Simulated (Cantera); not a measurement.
Feed: 1 mol Si, 1.9 mol HCl, a varied amount of N2, equilibrated at 202 °C and 1.10e-5 bar.

Method: chemical equilibrium by Gibbs-energy minimisation in Cantera with the NASA 1993 tables (ideal gas, pure condensed phases). Candidate condensed phases: NH4Cl, Si, Si3N4; 28 gas species. N2 is the only nitrogen source here; it is nearly inert below about 1500 K, so the nitride shown seldom forms there in practice. Kinetics and transport are ignored.

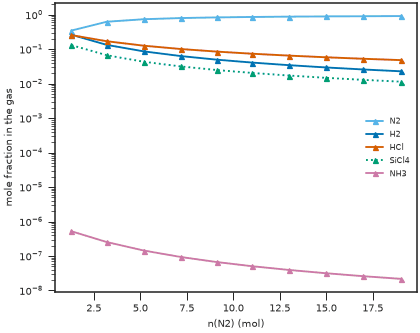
Figure: Equilibrium gas composition (values under 1e-9 drawn at 1e-9)

Problem. Read off the mole fractions at 19 mol N2.

Solution. N2 about 0.92, HCl about 0.048, H2 about 0.023, SiCl4 about 0.011, NH3 about 2.2e-8.
